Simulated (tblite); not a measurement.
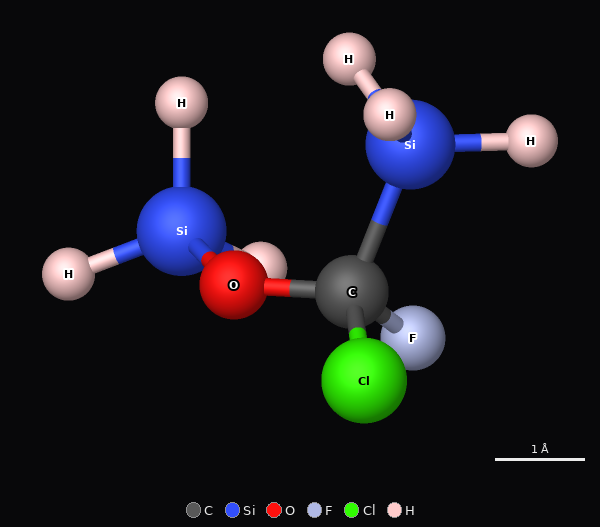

The starting structure (ball-and-stick view, seen at a tilt). Bond lengths as drawn: C–Cl 1.77 Å, C–F 1.29 Å, C–O 1.38 Å, C–Si 1.83 Å, H–Si 1.40 to 1.45 Å and O–Si 1.76 Å.

**Geometry relaxation, with input and output: CH6ClFOSi2 (part 1 of 2)**

CH6ClFOSi2, computed with GFN2-xTB geometry optimisation, gas phase (tblite 0.8.0).

The input
```
{"job": {"kind": "relax", "xc": "GFN2-xTB", "basis": "xTB"}, "charge": 0, "multiplicity": 1}
C      0.696503    -1.035352    -0.877541
Si     2.265366    -1.557667    -0.083664
O     -0.255280    -0.730726     0.081361
Si    -0.258676     0.713369     1.084283
F      0.920851    -0.005748    -1.620380
Cl     0.103236    -2.374584    -1.876427
H      3.346943    -1.230696    -0.907280
H      2.258029    -2.949887     0.183169
H      2.393276    -0.857863     1.179886
H     -1.539257     0.984993     1.569098
H      0.189418     1.829217     0.294824
H      0.677006     0.553398     2.178537
```

The first line tells a small driver script what to run in tblite; the rest is the geometry in Å.

Hardware: 1 CPU thread, shared host.

Command:
```bash
OMP_NUM_THREADS=1 python <driver script> task.json out
```

Output
```
step      E/eV     max force
  0    -599.83456    3.299
  1    -600.20157    1.169
  2    -600.31793    0.611
  3    -600.36542    0.733
  4    -600.41352    0.537
  5    -600.43486    0.374
  6    -600.44890    0.326
  7    -600.46562    0.371
  8    -600.48311    0.478
  9    -600.49754    0.388
 10    -600.50673    0.222
 11    -600.51209    0.150
 12    -600.51531    0.136
 13    -600.51775    0.132
 14    -600.52063    0.155
 15    -600.52457    0.198
 16    -600.52887    0.197
 17    -600.53207    0.133
 18    -600.53395    0.107
 19    -600.53549    0.152
 20    -600.53752    0.175
 21    -600.53981    0.160
 22    -600.54169    0.132
 23    -600.54305    0.141
 24    -600.54440    0.138
 25    -600.54609    0.131
 26    -600.54794    0.131
 27    -600.54951    0.104
 28    -600.55067    0.110
 29    -600.55171    0.090
 30    -600.55285    0.088
 31    -600.55389    0.084
 32    -600.55467    0.077
 33    -600.55532    0.086
 34    -600.55606    0.104
 35    -600.55696    0.099
 36    -600.55790    0.101
 37    -600.55872    0.094
 38    -600.55946    0.078
 39    -600.56040    0.111
 40    -600.56198    0.154
 41    -600.56458    0.212
 42    -600.56804    0.256
 43    -600.57152    0.199
 44    -600.57408    0.110
 45    -600.57595    0.123
 46    -600.57864    0.176
 47    -600.58196    0.231
 48    -600.58403    0.235
 49    -600.58676    0.149
 50    -600.58817    0.096
 51    -600.58888    0.082
 52    -600.58984    0.086
 53    -600.59101    0.100
 54    -600.59321    0.104
 55    -600.59522    0.083
 56    -600.59650    0.066
 57    -600.59714    0.063
 58    -600.59758    0.081
 59    -600.59816    0.078
 60    -600.59918    0.088
 61    -600.60040    0.099
 62    -600.60197    0.099
 63    -600.60363    0.086
 64    -600.60330    0.155
 65    -600.60484    0.065
 66    -600.60535    0.059
 67    -600.60566    0.111
 68    -600.60653    0.041
 69    -600.60691    0.044
 70    -600.60613    0.128
 71    -600.60770    0.031
 72    -600.60802    0.033
 73    -600.60804    0.098
 74    -600.60878    0.037
 75    -600.60905    0.038
 76    -600.60945    0.076
 77    -600.61010    0.044
 78    -600.61046    0.042
 79    -600.61120    0.069
 80    -600.61168    0.052
 81    -600.61218    0.059
 82    -600.61390    0.074
 83    -600.61530    0.127
 84    -600.61624    0.127
 85    -600.61841    0.125
 86    -600.62037    0.102
 87    -600.62281    0.093
 88    -600.62357    0.090
 89    -600.62594    0.131
 90    -600.62905    0.147
 91    -600.63218    0.173
 92    -600.63496    0.245
 93    -600.63937    0.180
 94    -600.64280    0.103
 95    -600.64424    0.118
 96    -600.64602    0.120
 97    -600.64713    0.191
 98    -600.64930    0.116
 99    -600.65268    0.109
100    -600.65551    0.125
101    -600.65743    0.115
102    -600.65864    0.109
103    -600.65999    0.139
104    -600.66139    0.136
105    -600.66306    0.116
106    -600.66512    0.100
107    -600.66609    0.077
108    -600.66693    0.077
109    -600.66787    0.107
110    -600.66934    0.126
111    -600.67147    0.108
112    -600.67241    0.094
113    -600.67356    0.085
114    -600.67425    0.081
115    -600.67528    0.077
116    -600.67618    0.091
117    -600.67777    0.122
118    -600.67941    0.115
119    -600.68080    0.105
120    -600.68179    0.085
121    -600.68291    0.095
122    -600.68385    0.065
123    -600.68439    0.060
124    -600.68514    0.048
125    -600.68565    0.044
126    -600.68598    0.049
127    -600.68618    0.040
128    -600.68640    0.039
129    -600.68665    0.043
130    -600.68684    0.035
131    -600.68703    0.037
132    -600.68727    0.054
133    -600.68759    0.066
134    -600.68794    0.063
135    -600.68828    0.046
136    -600.68852    0.039
137    -600.68869    0.037
138    -600.68888    0.032
139    -600.68911    0.032
140    -600.68935    0.037
141    -600.68958    0.038
142    -600.68976    0.041
143    -600.68989    0.031
144    -600.69002    0.030
145    -600.69017    0.030
146    -600.69034    0.030
147    -600.69050    0.037
148    -600.69067    0.031
149    -600.69084    0.030
150    -600.69098    0.043
151    -600.69108    0.020
152    -600.69114    0.019
153    -600.69120    0.027
154    -600.69126    0.030
155    -600.69139    0.045
156    -600.69152    0.043
157    -600.69164    0.032
158    -600.69171    0.018
159    -600.69174    0.017
160    -600.69178    0.021
161    -600.69184    0.021
162    -600.69190    0.023
163    -600.69197    0.023
164    -600.69203    0.020
165    -600.69208    0.019
166    -600.69212    0.021
167    -600.69215    0.026
168    -600.69219    0.024
169    -600.69222    0.016
170    -600.69224    0.013
171    -600.69225    0.007
```

Trajectory as extended XYZ (Å, eV, eV/Å), 26 frames, from step=0 to step=171
```
12
Properties=species:S:1:pos:R:3:forces:R:3 step=0 energy=-599.83456
C     0.6965   -1.0354   -0.8775   -1.7280  -1.0390   2.1550
Si    2.2654   -1.5577   -0.0837    1.3010  -0.6810   1.6650
O    -0.2553   -0.7307    0.0814   -0.2770   1.5150   0.8550
Si   -0.2587    0.7134    1.0843    1.1140  -1.6240  -1.5260
F     0.9209   -0.0057   -1.6204    0.1500   2.4610  -2.1920
Cl    0.1032   -2.3746   -1.8764   -0.4040  -0.1770  -0.3520
H     3.3469   -1.2307   -0.9073    1.0520   0.4360  -1.0310
H     2.2580   -2.9499    0.1832   -0.1700  -0.9670   0.1450
H     2.3933   -0.8579    1.1799    0.0240   0.2000   0.1930
H    -1.5393    0.9850    1.5691   -1.4280  -0.1770   0.2850
H     0.1894    1.8292    0.2948    0.1860   0.2840  -0.4040
H     0.6770    0.5534    2.1785    0.1800  -0.2320   0.2070
12
Properties=species:S:1:pos:R:3:forces:R:3 step=7 energy=-600.46562
C     0.6773   -1.0039   -0.7905   -0.2370  -0.0130   0.1650
Si    2.3664   -1.6036   -0.0220   -0.1320   0.0680   0.0020
O    -0.2860   -0.6292    0.0900    0.2160   0.1240   0.1990
Si   -0.2442    0.7215    1.0494    0.0510  -0.1570  -0.2180
F     0.8815    0.0324   -1.6671    0.2660   0.2400  -0.0980
Cl    0.0401   -2.3196   -1.8352   -0.0990  -0.0930   0.1300
H     3.3981   -1.2026   -0.9822   -0.1240  -0.0780   0.0850
H     2.2394   -3.0470    0.1990    0.0230   0.1880  -0.0300
H     2.4316   -0.8346    1.2300    0.1790  -0.1620  -0.1280
H    -1.5997    0.8792    1.5246   -0.1810  -0.1850  -0.0910
H     0.2152    1.8418    0.2438    0.0330   0.1000  -0.0240
H     0.6778    0.5040    2.1660    0.0040  -0.0300   0.0090
12
Properties=species:S:1:pos:R:3:forces:R:3 step=14 energy=-600.52063
C     0.6747   -0.9800   -0.7743    0.0260  -0.1380   0.0650
Si    2.3556   -1.5998   -0.0260    0.0680  -0.0300   0.0320
O    -0.2642   -0.5991    0.1117    0.0660   0.0900  -0.0930
Si   -0.2504    0.7539    1.0428    0.0010  -0.0980  -0.0570
F     0.9305    0.0537   -1.6572   -0.0530  -0.0580   0.0300
Cl   -0.0223   -2.3105   -1.7693    0.0300   0.0950  -0.0010
H     3.3763   -1.2180   -0.9965   -0.0490  -0.0340  -0.0110
H     2.2317   -3.0363    0.1958   -0.0240   0.0490  -0.0140
H     2.5184   -0.8675    1.2330    0.0550  -0.0540  -0.0690
H    -1.6397    0.7714    1.4524   -0.0660   0.0190  -0.0150
H     0.2214    1.8751    0.2381   -0.0550   0.0610   0.0730
H     0.6655    0.4955    2.1554    0.0010   0.0980   0.0610
12
Properties=species:S:1:pos:R:3:forces:R:3 step=21 energy=-600.53981
C     0.6900   -0.9928   -0.7577    0.0670   0.0300  -0.1420
Si    2.3766   -1.6192   -0.0287   -0.0510  -0.0300  -0.0600
O    -0.2434   -0.5822    0.1119    0.0210  -0.0030  -0.0130
Si   -0.2687    0.7589    1.0472   -0.0600   0.0850   0.0840
F     0.9649    0.0283   -1.6571   -0.0120   0.0140   0.0950
Cl   -0.0328   -2.2964   -1.7656    0.0320  -0.0240   0.0420
H     3.3568   -1.2474   -1.0365    0.0480  -0.0320  -0.0630
H     2.2115   -3.0447    0.1929    0.0070  -0.0960   0.0200
H     2.6034   -0.8992    1.2188    0.0130   0.0420   0.0470
H    -1.6767    0.7374    1.4017    0.0130   0.0080   0.0250
H     0.1731    1.9296    0.2984   -0.0350   0.0160  -0.0330
H     0.6428    0.5662    2.1806   -0.0420  -0.0110  -0.0010
12
Properties=species:S:1:pos:R:3:forces:R:3 step=28 energy=-600.55067
C     0.7204   -0.9764   -0.7549    0.0190   0.0530   0.0200
Si    2.3937   -1.6592   -0.0472    0.0030   0.0280  -0.0170
O    -0.2003   -0.5547    0.1230   -0.0810  -0.0680   0.0290
Si   -0.3022    0.7855    1.0576    0.0020   0.0050   0.0120
F     0.9928    0.0465   -1.6464    0.0240  -0.0470  -0.0040
Cl   -0.0124   -2.2946   -1.7459   -0.0030   0.0820   0.0070
H     3.3548   -1.3129   -1.0863    0.0360  -0.0730  -0.0180
H     2.2062   -3.0836    0.1999   -0.0010   0.0380  -0.0090
H     2.6627   -0.9211    1.1854    0.0060   0.0080   0.0130
H    -1.7160    0.7219    1.3948    0.0540  -0.0080  -0.0040
H     0.1036    1.9783    0.3202   -0.0310  -0.0200  -0.0190
H     0.5939    0.6087    2.2058   -0.0280   0.0030  -0.0100
12
Properties=species:S:1:pos:R:3:forces:R:3 step=35 energy=-600.55696
C     0.7352   -0.9625   -0.7414    0.0370   0.0480   0.0470
Si    2.4094   -1.6673   -0.0601    0.0500  -0.0340   0.0350
O    -0.1881   -0.5478    0.1384    0.0010  -0.0350   0.0140
Si   -0.3224    0.7972    1.0614    0.0150  -0.0160  -0.0110
F     1.0186    0.0613   -1.6263   -0.0030   0.0480  -0.0100
Cl   -0.0053   -2.2615   -1.7382   -0.0420  -0.0350  -0.0820
H     3.3715   -1.4013   -1.1262   -0.0430  -0.0120   0.0430
H     2.1993   -3.0865    0.2011   -0.0200   0.0340   0.0150
H     2.7095   -0.9284    1.1677    0.0120   0.0090  -0.0500
H    -1.7314    0.7039    1.3937   -0.0450  -0.0100   0.0130
H     0.0442    1.9955    0.3142    0.0070  -0.0180  -0.0110
H     0.5570    0.6359    2.2216    0.0310   0.0220  -0.0020
12
Properties=species:S:1:pos:R:3:forces:R:3 step=42 energy=-600.56804
C     0.7772   -0.9269   -0.7268   -0.1970  -0.1630   0.0230
Si    2.4340   -1.6972   -0.0646   -0.0570   0.0210  -0.0240
O    -0.1428   -0.5822    0.1909    0.0920   0.1250   0.0170
Si   -0.3690    0.7886    1.0683    0.0760  -0.0440  -0.0650
F     1.0511    0.1404   -1.5517    0.0130   0.0370   0.0450
Cl   -0.0017   -2.1672   -1.8029    0.1320   0.0920   0.0420
H     3.3794   -1.5806   -1.1652    0.0140   0.0490  -0.0450
H     2.1414   -3.0869    0.2534   -0.0430  -0.0060   0.0880
H     2.8260   -0.8946    1.0970   -0.0210  -0.0370  -0.0490
H    -1.7770    0.6529    1.4088    0.0530  -0.0380  -0.0130
H    -0.0540    1.9740    0.2741   -0.0290  -0.0410   0.0170
H     0.5328    0.7182    2.2247   -0.0330   0.0040  -0.0350
12
Properties=species:S:1:pos:R:3:forces:R:3 step=49 energy=-600.58676
C     0.8452   -0.8772   -0.6767    0.1100   0.0680  -0.0740
Si    2.4644   -1.7775   -0.1102    0.0070  -0.0310   0.0360
O    -0.0277   -0.6077    0.3025   -0.0030  -0.0260  -0.0780
Si   -0.4370    0.7865    1.0654   -0.0970   0.0000   0.0450
F     1.1490    0.2776   -1.3717    0.0170  -0.0680   0.0190
Cl    0.0519   -1.9603   -1.8903   -0.0330   0.0400   0.0310
H     3.3470   -1.8912   -1.2672   -0.1090   0.0080  -0.0140
H     2.0052   -3.0609    0.4148    0.0410   0.0730   0.0030
H     3.0578   -0.9001    0.8984   -0.0130  -0.0250   0.0490
H    -1.8266    0.4949    1.3965    0.0730  -0.0010   0.0160
H    -0.2802    1.9623    0.2184   -0.0040  -0.0300  -0.0400
H     0.4484    0.8922    2.2261    0.0100  -0.0100   0.0070
12
Properties=species:S:1:pos:R:3:forces:R:3 step=56 energy=-600.59650
C     0.8832   -0.8514   -0.6734    0.0200   0.0270   0.0340
Si    2.4721   -1.7955   -0.1093   -0.0120   0.0060   0.0100
O     0.0112   -0.6120    0.3153   -0.0200   0.0550  -0.0010
Si   -0.4554    0.7758    1.0626    0.0020  -0.0310  -0.0160
F     1.2158    0.3203   -1.3176    0.0140   0.0060  -0.0170
Cl    0.0651   -1.8643   -1.9246   -0.0220  -0.0120  -0.0350
H     3.2636   -1.9771   -1.3219   -0.0160  -0.0200   0.0610
H     1.9676   -3.0166    0.5075    0.0410  -0.0130  -0.0310
H     3.1185   -0.9170    0.8665    0.0190  -0.0170  -0.0170
H    -1.8203    0.4175    1.4156    0.0050   0.0100   0.0290
H    -0.3560    1.9228    0.1662   -0.0160  -0.0220   0.0350
H     0.4321    0.9360    2.2189   -0.0150   0.0110  -0.0530
12
Properties=species:S:1:pos:R:3:forces:R:3 step=63 energy=-600.60363
C     0.9496   -0.7925   -0.6457   -0.0020  -0.0090   0.0150
Si    2.4871   -1.8433   -0.1228   -0.0230  -0.0600   0.0200
O     0.0901   -0.5793    0.3571   -0.0050  -0.0570  -0.0140
Si   -0.5249    0.7730    1.0571    0.0810   0.0230  -0.0140
F     1.3329    0.3995   -1.2168    0.0060   0.0030  -0.0250
Cl    0.0925   -1.6981   -1.9640   -0.0020   0.0380   0.0080
H     3.1656   -2.2089   -1.3594    0.0200   0.0150   0.0050
H     1.9305   -2.9809    0.6030    0.0180   0.0280  -0.0230
H     3.2939   -0.9747    0.7333   -0.0060  -0.0060   0.0010
H    -1.8391    0.2921    1.4427   -0.0520  -0.0100   0.0230
H    -0.5410    1.8994    0.1338   -0.0390   0.0090  -0.0190
H     0.3602    1.0522    2.1875    0.0030   0.0270   0.0220
12
Properties=species:S:1:pos:R:3:forces:R:3 step=70 energy=-600.60613
C     1.0285   -0.7253   -0.6195   -0.0120   0.0270  -0.0280
Si    2.4902   -1.9039   -0.1327    0.0450  -0.0360  -0.0300
O     0.1712   -0.5766    0.3980   -0.0030   0.0620  -0.0060
Si   -0.5789    0.7454    1.0388   -0.0480   0.0160   0.0020
F     1.4846    0.5023   -1.0531    0.0000  -0.0790   0.0370
Cl    0.1404   -1.4154   -2.0484    0.0300   0.0300   0.0640
H     3.0152   -2.4871   -1.3684   -0.0330   0.0660   0.0980
H     1.8768   -2.8826    0.7649    0.0540   0.0510  -0.0640
H     3.4762   -1.0521    0.5440   -0.0970  -0.0760  -0.0360
H    -1.8115    0.1259    1.5146    0.0720   0.0330  -0.0290
H    -0.7903    1.8002    0.0469    0.0120  -0.0990   0.0600
H     0.2950    1.2076    2.1207   -0.0190   0.0040  -0.0670
```
